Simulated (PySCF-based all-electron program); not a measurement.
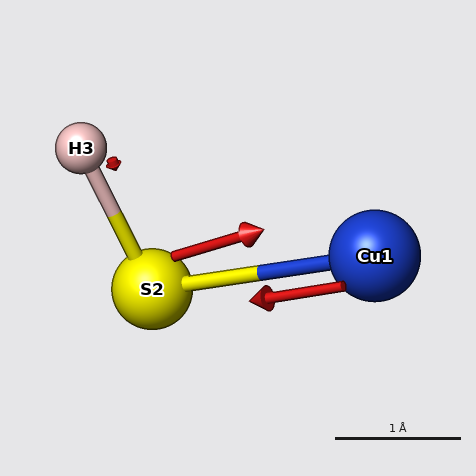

Arrows show the forces on the atoms, 2 Å of arrow for 1 eV/Å; forces under a tenth of the largest aren't drawn. Charge 0, singlet. Level of theory: PBE, all-electron, scalar-relativistic (X2C), large uncontracted Gaussian sets (PySCF-based all-electron program).

Along which bond is the force strongest?

Answer. Cu1–S2, now 2.113 Å: the forces pull its atoms together, so a first step downhill shortens it.

List the force components in the frame of the picture (x right, y up, z towards the viewer), in eV/Å.

| atom | Fx | Fy | Fz |
| --- | --- | --- | --- |
| Cu1 | −0.38 | −0.06 | −0.24 |
| S2 | 0.36 | 0.11 | 0.26 |
| H3 | 0.02 | −0.05 | −0.02 |
